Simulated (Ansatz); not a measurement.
# H4NSSi with multiplicity 2: two geometries relaxed

Aim: relax the geometries before and after the inversion of the pyramid at N1, and see whether they are two minima and how far apart in energy. SMILES of the start: N[SiH2][S].

Method: UKS BHLYP-D4/def2-SVPD, in Ansatz 0.2.0.

## Step 1: The structure to begin with

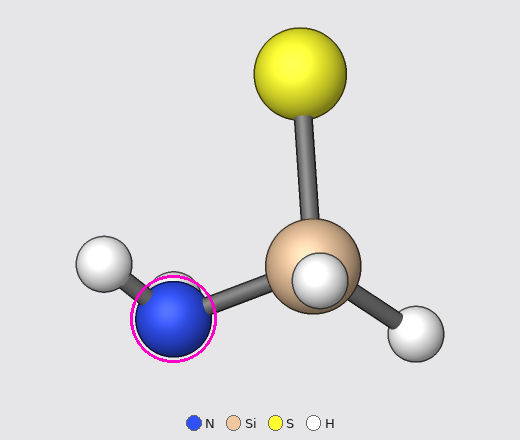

Start, viewed from a chosen angle; nitrogen blue, silicon light orange, sulfur yellow, hydrogen white. Ringed: N1.

As a file:

```xyz
7

N    -0.6618   -0.0032   -0.8593
Si    0.6458   -0.0011    0.1456
S    -0.3082   -0.1752    2.0202
H    -1.2166    0.8121   -0.5265
H    -1.2402   -0.8042   -0.6681
H     1.3700    1.3003    0.0176
H     1.4722   -1.1967   -0.1752
```

## Step 2: Relaxing end A

Input file input.yaml:

```yaml
crystal:
  periodic: [false, false, false]
  atoms:
    - { symbol: "N", position_ang: [-0.6618, -0.0032, -0.8593] }
    - { symbol: Si, position_ang: [0.6458, -0.0011, 0.1456] }
    - { symbol: S, position_ang: [-0.3082, -0.1752, 2.0202] }
    - { symbol: H, position_ang: [-1.2166, 0.8121, -0.5265] }
    - { symbol: H, position_ang: [-1.2402, -0.8042, -0.6681] }
    - { symbol: H, position_ang: [1.37, 1.3003, 0.0176] }
    - { symbol: H, position_ang: [1.4722, -1.1967, -0.1752] }
magnetization:
  spin_polarized: true
  initial_magnetization: 1
basis:
  gaussian: { orbitals: def2-SVPD }
hamiltonian:
  xc: { name: BHLYP }
  dispersion: d4
relax:
  f_tol: 0.015
  max_steps: 40
```

Command:

```
> ansatz run input.yaml --threads 2 --pin off --max-ram 3072MiB --backend cpu --events-out ev --progress --plain --runs-dir out
```

What it wrote (excerpt; [...] marks lines left out):

```text
Warning: RAYON_NUM_THREADS=2 ignored (pool sized by the plan → 2); use --threads N
[...]
Functional definition: BHLYP
[...]
1044 factors; integrals over basis functions are off by at most 3.4e-4 eV
[...]
mean field -20260.41401250 eV, -744.5564819574 hartree, gradient 2.6e-6 eV, S^2 0.755726; 2 other end points of the search recorded, 0 dependent functions left out
[...]
reference -20260.41418715 eV, -744.5564883758 hartree; 21, 20 occupied and 82, 83 virtual orbitals, 1044 factors
relax step   1: F+E_penalty+E_count = -20260.59723719 eV  Δ(F+E_penalty+E_count) = +0.000e0 eV  max|allowed force component| = 3.176e0 eV/Å  Δτ_max = 0.0000 Å  (110 SCF iters, accepted)
[...]
relax step   5: F+E_penalty+E_count = -20261.03297816 eV  Δ(F+E_penalty+E_count) = -1.849e-2 eV  max|allowed force component| = 2.221e-1 eV/Å  Δτ_max = 0.0568 Å  (64 SCF iters, accepted)
[...]
relax step   9: F+E_penalty+E_count = -20261.05675818 eV  Δ(F+E_penalty+E_count) = -1.443e-2 eV  max|allowed force component| = 3.182e-1 eV/Å  Δτ_max = 0.0691 Å  (115 SCF iters, accepted)
[...]
relax step  13: F+E_penalty+E_count = -20261.08357744 eV  Δ(F+E_penalty+E_count) = -9.255e-3 eV  max|allowed force component| = 6.544e-2 eV/Å  Δτ_max = 0.0624 Å  (64 SCF iters, accepted)
[...]
relax step  15: F+E_penalty+E_count = -20261.08427048 eV  Δ(F+E_penalty+E_count) = -5.632e-4 eV  max|allowed force component| = 6.323e-2 eV/Å  Δτ_max = 0.0180 Å  (54 SCF iters, accepted)
[...]
relax step  16: F+E_penalty+E_count = -20261.08451436 eV  Δ(F+E_penalty+E_count) = -2.439e-4 eV  max|allowed force component| = 1.113e-2 eV/Å  Δτ_max = 0.0085 Å  (55 SCF iters, accepted)
1044 factors; integrals over basis functions are off by at most 4.2e-4 eV
[...]
mean field -20260.91015829 eV, -744.5747149791 hartree, gradient 4.1e-6 eV, S^2 0.754781; 3 other end points of the search recorded, 0 dependent functions left out
[...]
reference -20260.91033487 eV, -744.5747214683 hartree; 21, 20 occupied and 82, 83 virtual orbitals, 1044 factors
Total energy: -20261.08469094 eV, -744.5811289356 hartree
Atom 0 at    -0.772717     0.019814    -0.800173 Å, force    -0.011127     0.001739    -0.010305 eV/Å
Atom 1 at     0.570024    -0.010376     0.266968 Å, force     0.009109     0.002324     0.002016 eV/Å
Atom 2 at     0.186451    -0.257844     2.373523 Å, force     0.002809    -0.000297     0.001212 eV/Å
Atom 3 at    -1.267746     0.872049    -0.990736 Å, force     0.005110    -0.003061     0.003049 eV/Å
Atom 4 at    -1.348388    -0.787014    -0.960245 Å, force     0.005702     0.002205     0.001484 eV/Å
Atom 5 at     1.275111     1.276427     0.106552 Å, force    -0.006221    -0.004454     0.000388 eV/Å
Atom 6 at     1.418465    -1.181056    -0.041590 Å, force    -0.005382     0.001545     0.002156 eV/Å
Dipole moment:    -0.204106     0.049328    -0.348204 e Å
```

It took 1.8 min on 2 threads of Arm Neoverse V2, shared host; peak memory 0.28 GiB.

The steps of the relaxation:

| step | energy from step 1 (eV) | largest force component (eV/Å) |
| --- | --- | --- |
| 1 | 0.0000 | 3.1765 |
| 2 | -0.3035 | 1.5413 |
| 3 | -0.4006 | 0.4690 |
| 4 | -0.4172 | 0.4824 |
| 5 | -0.4357 | 0.2221 |
| 6 | -0.4415 | 0.0647 |
| 7 | -0.4425 | 0.1050 |
| 8 | -0.4451 | 0.1129 |
| 9 | -0.4595 | 0.3182 |
| 10 | -0.4738 | 0.5291 |
| 11x | -0.4582 | 0.4993 |
| 12 | -0.4771 | 0.5369 |
| 13 | -0.4863 | 0.0654 |
| 14 | -0.4865 | 0.0490 |
| 15 | -0.4870 | 0.0632 |
| 16 | -0.4873 | 0.0111 |

Step 1 is the start. 1 step was tried and not accepted (marked x).

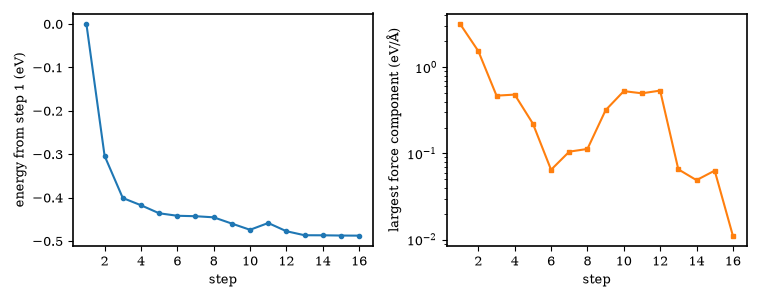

How energy and force went from step to step.

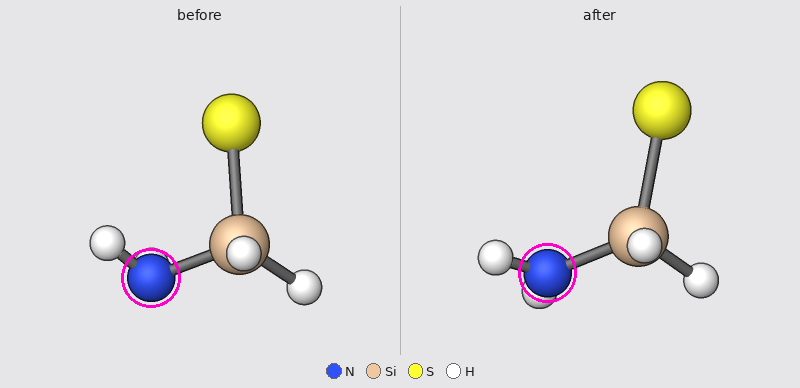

Before and after, at one scale.

After: Bond lengths: N1–Si2 1.715 Å, Si2–S3 2.155 Å, N1–H4 1.004 Å, N1–H5 1.004 Å, Si2–H6 1.476 Å, Si2–H7 1.478 Å. Angles: N1–Si2–S3 118.1°, N1–Si2–H6 106.9°, N1–Si2–H7 109.5°, S3–Si2–H6 106.9°, S3–Si2–H7 102.4°, H6–Si2–H7 113.2°, Si2–N1–H4 121.3°, Si2–N1–H5 122.3°, H4–N1–H5 111.7°.

## Step 3: Relaxing end B

The second end starts from a geometry with the move made by hand.

Changes to input.yaml since step 2:

```diff
@@ -6,4 +6,4 @@
     - { symbol: S, position_ang: [-0.3082, -0.1752, 2.0202] }
-    - { symbol: H, position_ang: [-1.2166, 0.8121, -0.5265] }
-    - { symbol: H, position_ang: [-1.2402, -0.8042, -0.6681] }
+    - { symbol: H, position_ang: [-0.46962, 0.79543, -1.49846] }
+    - { symbol: H, position_ang: [-0.63928, -0.81761, -1.45001] }
     - { symbol: H, position_ang: [1.37, 1.3003, 0.0176] }
```

Command:

```
> ansatz run input.yaml --threads 2 --pin off --max-ram 3072MiB --backend cpu --events-out ev --progress --plain --runs-dir out
```

What it wrote (excerpt; [...] marks lines left out):

```text
Warning: RAYON_NUM_THREADS=2 ignored (pool sized by the plan → 2); use --threads N
[...]
[... 1 set-up line as earlier in the session ...]
[...]
1044 factors; integrals over basis functions are off by at most 3.4e-4 eV
[...]
mean field -20260.31521821 eV, -744.5528513342 hartree, gradient 6.8e-6 eV, S^2 0.754611; 2 other end points of the search recorded, 0 dependent functions left out
[...]
reference -20260.31538777 eV, -744.5528575656 hartree; 21, 20 occupied and 82, 83 virtual orbitals, 1044 factors
relax step   1: F+E_penalty+E_count = -20260.49628902 eV  Δ(F+E_penalty+E_count) = +0.000e0 eV  max|allowed force component| = 3.314e0 eV/Å  Δτ_max = 0.0000 Å  (110 SCF iters, accepted)
[...]
relax step   4: F+E_penalty+E_count = -20261.00427526 eV  Δ(F+E_penalty+E_count) = -3.970e-2 eV  max|allowed force component| = 9.308e-1 eV/Å  Δτ_max = 0.0870 Å  (59 SCF iters, accepted)
[...]
relax step   7: F+E_penalty+E_count = -20261.07713411 eV  Δ(F+E_penalty+E_count) = -4.464e-3 eV  max|allowed force component| = 5.006e-2 eV/Å  Δτ_max = 0.0746 Å  (99 SCF iters, accepted)
[...]
relax step  10: F+E_penalty+E_count = -20261.07742722 eV  Δ(F+E_penalty+E_count) = +3.984e-3 eV  max|allowed force component| = 6.326e-1 eV/Å  Δτ_max = 0.0958 Å  (58 SCF iters, rejected (line search))
[...]
relax step  11: F+E_penalty+E_count = -20261.08290881 eV  Δ(F+E_penalty+E_count) = -1.498e-3 eV  max|allowed force component| = 2.263e-2 eV/Å  Δτ_max = 0.0479 Å  (93 SCF iters, accepted)
[...]
relax step  12: F+E_penalty+E_count = -20261.08165988 eV  Δ(F+E_penalty+E_count) = +1.249e-3 eV  max|allowed force component| = 4.015e-1 eV/Å  Δτ_max = 0.0976 Å  (61 SCF iters, rejected (line search))
[...]
```

## Step 4: More of the same log: end point B relaxed

Output, continued (excerpt; [...] marks lines left out):

```text
1044 factors; integrals over basis functions are off by at most 3.6e-4 eV
[...]
mean field -20260.90885002 eV, -744.5746669009 hartree, gradient 3.2e-7 eV, S^2 0.754774; 0 other end points of the search recorded, 0 dependent functions left out
[...]
reference -20260.90902662 eV, -744.5746733911 hartree; 21, 20 occupied and 82, 83 virtual orbitals, 1044 factors
relax step  13: F+E_penalty+E_count = -20261.08352196 eV  Δ(F+E_penalty+E_count) = -6.131e-4 eV  max|allowed force component| = 7.702e-2 eV/Å  Δτ_max = 0.0488 Å  (100 SCF iters, accepted)
[...]
relax step  18: F+E_penalty+E_count = -20261.08453536 eV  Δ(F+E_penalty+E_count) = -2.939e-5 eV  max|allowed force component| = 2.056e-2 eV/Å  Δτ_max = 0.0174 Å  (56 SCF iters, accepted)
[...]
reference -20260.91044611 eV, -744.5747255562 hartree; 21, 20 occupied and 82, 83 virtual orbitals, 1044 factors
Total energy: -20261.08472526 eV, -744.5811301968 hartree
Atom 0 at    -0.359674     0.000747    -1.220562 Å, force    -0.012952    -0.000384    -0.009900 eV/Å
Atom 1 at     0.677969    -0.010515     0.145578 Å, force     0.002425    -0.002468     0.005027 eV/Å
Atom 2 at    -0.209779    -0.187031     2.102129 Å, force     0.000334     0.001373    -0.001551 eV/Å
Atom 3 at    -0.799094     0.846734    -1.535687 Å, force     0.006704    -0.010640     0.005934 eV/Å
Atom 4 at    -0.874758    -0.812779    -1.505403 Å, force     0.004166     0.009064     0.001242 eV/Å
Atom 5 at     1.421145     1.264367     0.134598 Å, force     0.000127     0.001336     0.000349 eV/Å
Atom 6 at     1.553291    -1.199603     0.079777 Å, force    -0.000804     0.001718    -0.001102 eV/Å
Dipole moment:    -0.112457     0.036833    -0.388288 e Å
```

Run time: 1.9 min. Hardware: 2 threads of Arm Neoverse V2, shared host; peak memory 0.29 GiB.

The steps of the relaxation:

| step | energy from step 1 (eV) | largest force component (eV/Å) |
| --- | --- | --- |
| 1 | 0.0000 | 3.3138 |
| 2 | -0.3425 | 1.3441 |
| 3 | -0.4683 | 0.9806 |
| 4 | -0.5080 | 0.9308 |
| 5 | -0.5691 | 0.1378 |
| 6 | -0.5764 | 0.1648 |
| 7 | -0.5808 | 0.0501 |
| 8 | -0.5826 | 0.0981 |
| 9 | -0.5851 | 0.0476 |
| 10x | -0.5811 | 0.6326 |
| 11 | -0.5866 | 0.0226 |
| 12x | -0.5854 | 0.4015 |
| 13 | -0.5872 | 0.0770 |
| 14 | -0.5874 | 0.1152 |
| 15 | -0.5879 | 0.0690 |
| 16 | -0.5882 | 0.0090 |
| 17 | -0.5882 | 0.0077 |
| 18 | -0.5882 | 0.0206 |
| 19 | -0.5883 | 0.0130 |

Step 1 is the start. 2 steps were tried and not accepted (marked x).

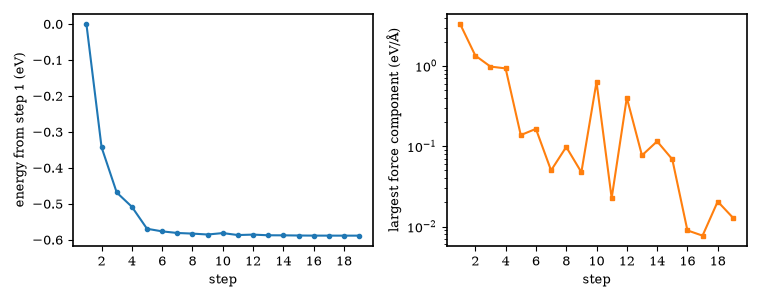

Energy and largest force along the relaxation.

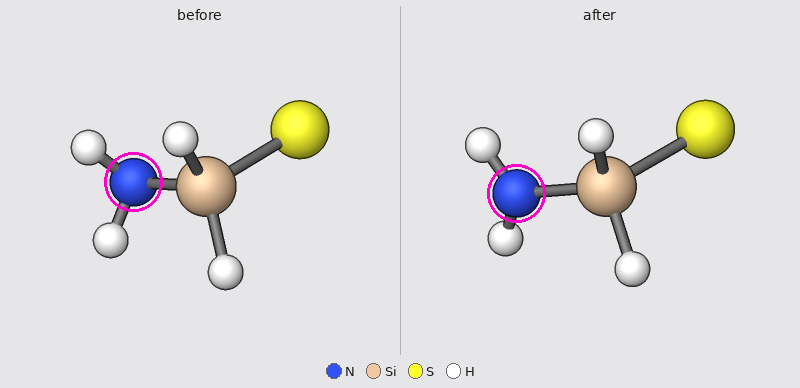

Before and after, at one scale.

After: Bond lengths: N1–Si2 1.716 Å, Si2–S3 2.156 Å, N1–H4 1.004 Å, N1–H5 1.004 Å, Si2–H6 1.476 Å, Si2–H7 1.478 Å. Angles: N1–Si2–S3 118.3°, N1–Si2–H6 107.0°, N1–Si2–H7 109.1°, S3–Si2–H6 106.6°, S3–Si2–H7 102.6°, H6–Si2–H7 113.4°, Si2–N1–H4 121.3°, Si2–N1–H5 122.1°, H4–N1–H5 111.7°.

## Step 5: Results

| quantity | value |
| --- | --- |
| end A | 14 moves, 0.487 eV lower |
| end B | 16 moves, 0.588 eV lower |
| largest difference between the ends | 0.02 Å |
| end B relative to end A | -0.000 eV |

**Reading.** The two relaxations end at one structure, within 0.02 Å: no second minimum was found from this start, which doesn't rule one out.
